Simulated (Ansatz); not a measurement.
# B₂FH₅Si: what the fields show

```csv
atom,x (Å),y (Å),z (Å)
B,-0.2418,1.2045,-1.3197
B,0.6964,0.4199,-0.1871
F,1.9836,0.6853,0.0060
Si,-0.1192,-1.0431,1.0041
H,-0.3935,0.7655,-2.4106
H,-0.8838,2.1604,-1.0367
H,0.6046,-2.3161,0.8087
H,-1.5452,-1.2696,0.6932
H,-0.0128,-0.6528,2.4251
```

Computed with UKS BHLYP/def2-mTZVP (Ansatz).

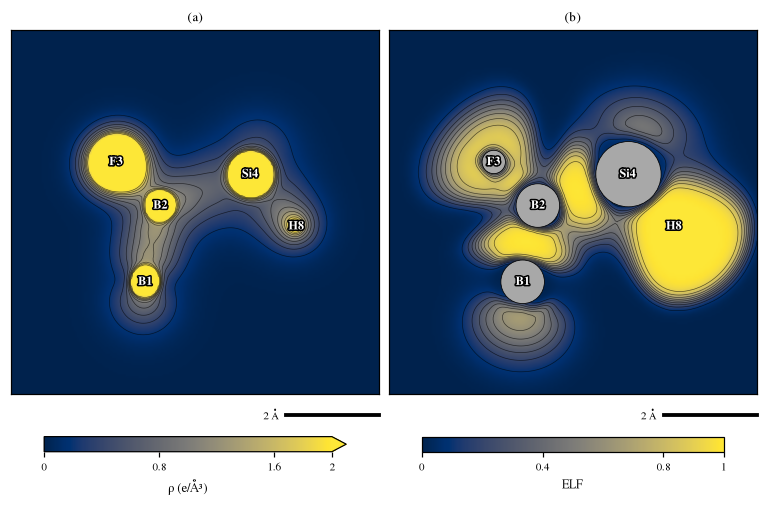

Figure 1. (a) electron density; (b) electron localisation function on the plane of atoms B1, B2 and Si4. Grey discs cover the atomic cores in the ELF map.

Q: What do the fields say about this system?

A:
- The section cuts through B, F, Si and H sites.
- B–F (1.33 Å): the density is about 2.1 e/Å³ at the midpoint; the ELF peaks at about 0.90 between the atoms (a shared but strongly polarised pair).
- B–B (1.67 Å): the density is about 1.2 e/Å³ at the midpoint; the ELF peaks at about 1 between the atoms; a shared electron pair.
- Si–B (2.06 Å): the density is about 0.78 e/Å³ at the midpoint; the ELF peaks at about 1 between the atoms; localised, covalent bonding.
- Si–H (1.48 Å): ρ is about 0.79 e/Å³ halfway; the ELF climbs to about 1 towards the hydrogen, as it does in any bond to H.
- The ELF also peaks beside F3, away from the bonds: lone-pair regions.

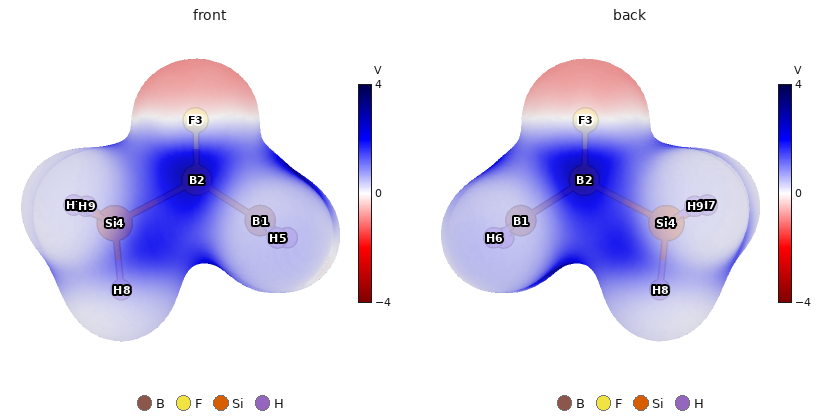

Figure 2. The electrostatic potential painted on the density surface at 0.004 e/bohr³, seen from the front and from behind; the colour scale runs from red (negative) to blue (positive).

Q: Describe the electrostatic potential map.

A: The most negative region (about −0.8 V) lies over F3, the most positive (about +3.3 V) over B1.

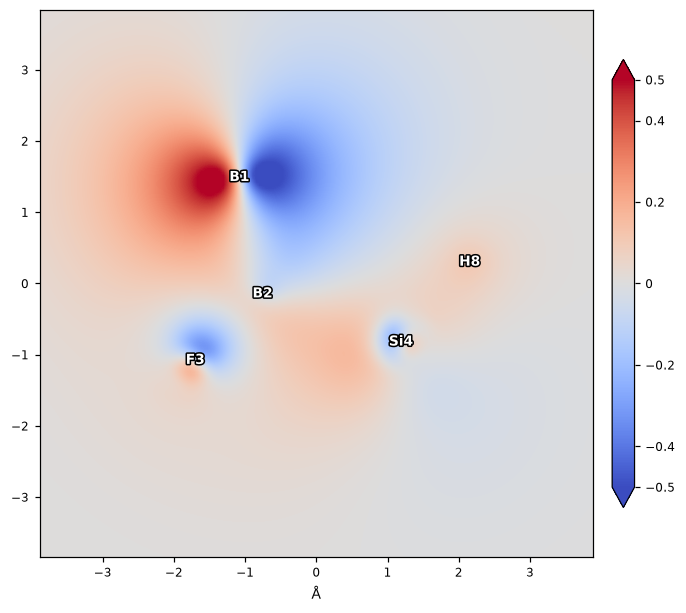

Figure 3. The LUMO on the plane of atoms F3, B2 and Si4 (values in Å⁻³ᐟ²; the overall sign is arbitrary).

Q: Describe this orbital and give its energy.

A: Its weight (Hirshfeld) is mainly on B1 (about 60 %), B2 (about 15 %), H6 (about 5 %), H5 (about 5 %) and Si4 (about 5 %). Its energy is −1.17 eV.
